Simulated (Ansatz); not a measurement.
Input file:

```
crystal:
  periodic: [false, false, false]
  atoms:
    - { symbol: Si, position_ang: [0.0, 0.0, 0.0] }
    - { symbol: Si, position_ang: [0.0, 0.0, 2.57] }
    - { symbol: H, position_ang: [-1.3148, -0.4067, 3.0574] }
    - { symbol: H, position_ang: [1.0096, -0.9353, 3.0574] }
    - { symbol: H, position_ang: [0.3052, 1.342, 3.0574] }
    - { symbol: H, position_ang: [1.3768, 0.0, -0.4862] }
    - { symbol: Cl, position_ang: [-1.0032, 1.7381, -0.7093] }
    - { symbol: H, position_ang: [-0.6877, -1.1914, -0.4862] }
    - { symbol: Cl, position_ang: [-2.2677, 0.4188, 0.7662] }
    - { symbol: H, position_ang: [-1.4298, 0.264, 2.0036] }
basis:
  gaussian: { orbitals: def2-SVP }
hamiltonian:
  xc: b3lyp
relax:
  f_tol: 0.15
  max_steps: 25
  restrain:
    - { distance: [0, 8], at: 2.13, k: 30.0 }
    - { distance: [9, 1], at: 1.46, k: 30.0 }
    - { distance: [0, 1], at: 3.42, k: 30.0 }
    - { distance: [9, 8], at: 2.57, k: 30.0 }
output:
  orbitals: {}
```

Command:

```sh
ansatz run input.yaml --threads 2 --pin off --max-ram 3072MiB --backend cpu --events-out ev --progress --plain --runs-dir out
```

The fields are those of the run's last geometry, not of the input's.

Not at a stationary point (largest force 0.7 eV/Å).

Method: RKS B3LYP/def2-SVP (Ansatz 0.2.0).

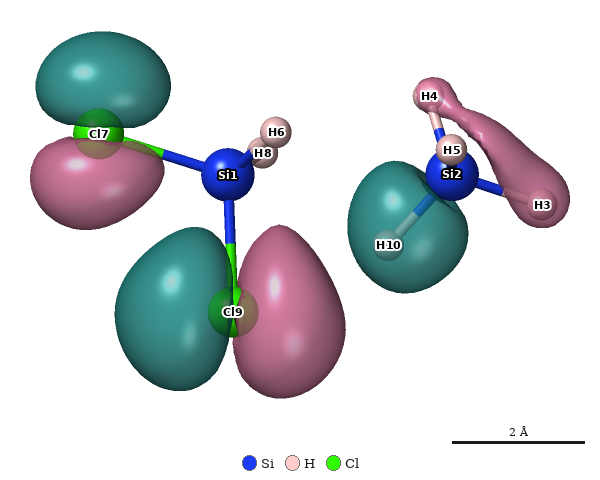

Cl$_{2}$H$_{2}$Si···SiH$_{4}$. The HOMO at ±0.08 Å⁻³ᐟ² (teal and pink are the two phases), seen across its widest extent.

Q: Describe this orbital and give its energy.

A: By Hirshfeld shares it lies mainly on Cl9 (about 60 %), Cl7 (about 20 %) and Si2 (about 10 %). Its energy is −8.60 eV.
